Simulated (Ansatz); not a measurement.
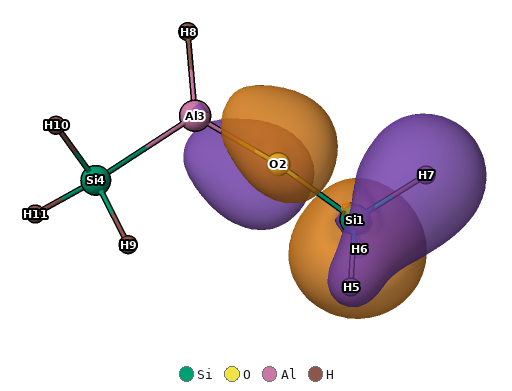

The picture shows: AlH7OSi2. The HOMO−1 at ±0.08 Å⁻³ᐟ² (orange and purple are the two phases), seen at a tilt.

Computed with RKS PBE0-D4/def2-SVP (Ansatz 0.2.0).

```xyz
11

Si   -1.6225    1.3613    1.2796
O    -0.5528    0.1378    1.0043
Al    0.5927   -1.0294    0.5322
Si    1.4889   -0.9164   -1.7447
H    -1.5470    2.3806    0.1876
H    -3.0145    0.8206    1.3328
H    -1.3134    2.0317    2.5788
H     0.9855   -2.1254    1.6101
H     1.3283    0.4461   -2.3455
H     2.9444   -1.2726   -1.7800
H     0.7756   -1.8913   -2.6348
```

**What is the character of this orbital?**

By Hirshfeld shares it lies mainly on O2 (about 35 %), Si1 (about 25 %), H6 (about 20 %) and H7 (about 15 %). Its energy is −8.81 eV.
